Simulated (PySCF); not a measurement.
# Atomic calculation for I³⁺

System: I³⁺, configuration 1s2 2s2 2p6 3s2 3p6 3d10 4s2 4p6 4d10 5s2 5p2, multiplicity 3.
Method: unrestricted HF, aug-cc-pwCVTZ-DK3, spin-free X2C-1e, Gaussian nucleus (PySCF).

## Input
```python
from pyscf import gto, scf, dft, mp, cc
import basis_set_exchange as bse
mol = gto.M(atom="I 0 0 0", charge=3, spin=2, symmetry="D2h",
            basis=gto.basis.parse(bse.get_basis("aug-cc-pwCVTZ-DK3", elements=["I"], fmt="nwchem")),
            nucmod="G")
mf = scf.UHF(mol).sfx2c1e()
mf.irrep_nelec = {'Ag': (9, 9), 'B1g': (2, 2), 'B2g': (2, 2), 'B3g': (2, 2), 'B1u': (4, 3), 'B2u': (4, 3), 'B3u': (3, 3)}
mf.kernel()
```

The script is an equivalent of what the driver set up; the driver started from orbitals of its own, so the log can be shorter than this script's would be, and it computed the properties (radii, ⟨L²⟩, response) afterwards. It held the occupations shell by shell, which the script's counts by irreducible representation don't always enforce.

## Output (extracts)
```
damping factor = 0
level_shift factor = 0
DIIS = <class 'pyscf.scf.diis.CDIIS'>
diis_start_cycle = 1
diis_space = 10
diis_damp = 0
SCF conv_tol = 1e-09
SCF conv_tol_grad = None
number electrons alpha = 26  beta = 24
cycle= 1 E= -7110.32043016206  delta_E= -0.00389  |g|= 0.0214  |ddm|= 0.0832
cycle= 2 E= -7110.32076204171  delta_E= -0.000332  |g|= 0.00698  |ddm|= 0.0222
cycle= 3 E= -7110.32080439975  delta_E= -4.24e-05  |g|= 0.000606  |ddm|= 0.0106
cycle= 4 E= -7110.32080468986  delta_E= -2.9e-07  |g|= 0.000203  |ddm|= 0.000792
cycle= 5 E= -7110.32080470537  delta_E= -1.55e-08  |g|= 5.62e-05  |ddm|= 0.000207
cycle= 6 E= -7110.32080470652  delta_E= -1.15e-09  |g|= 4.63e-06  |ddm|= 5.69e-05
cycle= 7 E= -7110.32080470652  delta_E= 9.09e-13  |g|= 5.07e-07  |ddm|= 9.37e-06
converged SCF energy = -7110.32080470652  <S^2> = 2.0071932  2S+1 = 3.0047917
```

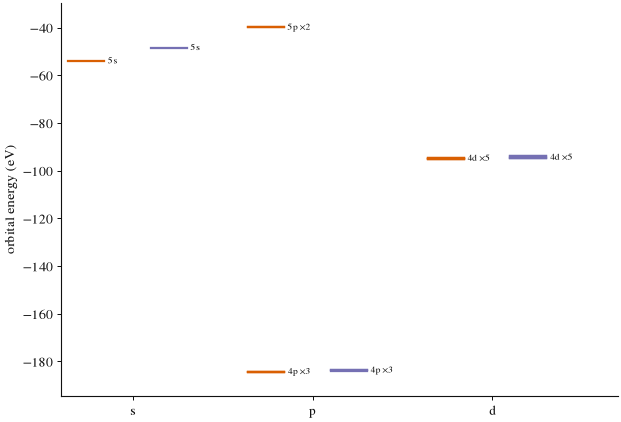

Fig. 1: Orbital energies of the mean field, from the top down to −184.3 eV, by angular momentum, α spin at the left of each column and β at the right; ×n counts the orbitals under one label. The highest filled orbital is 5p α at −39.9 eV, the lowest empty one p α at −29.4 eV.

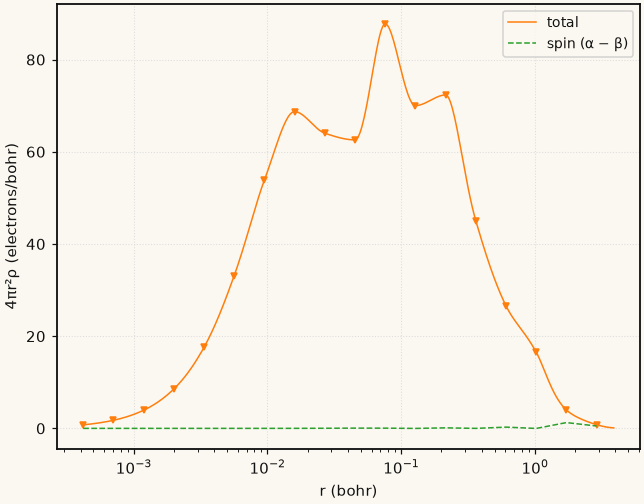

Fig. 2: Spherically averaged radial density 4πr²ρ of the mean field and its spin part; markers are the stored points, which are sparse, and the line is a monotone interpolation between them. The largest stored value is 87.7 electrons/bohr at r = 0.076 bohr. Root-mean-square radii of the shells: 3p 0.335, 4s 0.787, 4p 0.845, 4d 0.985, 5s 1.97, 5p 2.25 bohr.

## Summary

```
             quantity                      value
              outcome                  converged
         total energy         −7110.3208 hartree
                 ⟨S²⟩                      2.007
                 ⟨L²⟩                       2.02
static polarisability                 10.6 bohr³
  C₆ of the like pair         60.7 hartree bohr⁶
       SCF iterations                          7
             hardware  1 CPU thread, shared host
             CPU time     26 s (integrals apart)
```

## Notes

Radii and densities are those of the two-component orbitals, without the picture-change correction, so the innermost s shells come out slightly too small (about 1 % for 1s near Z = 40, more for heavier atoms).
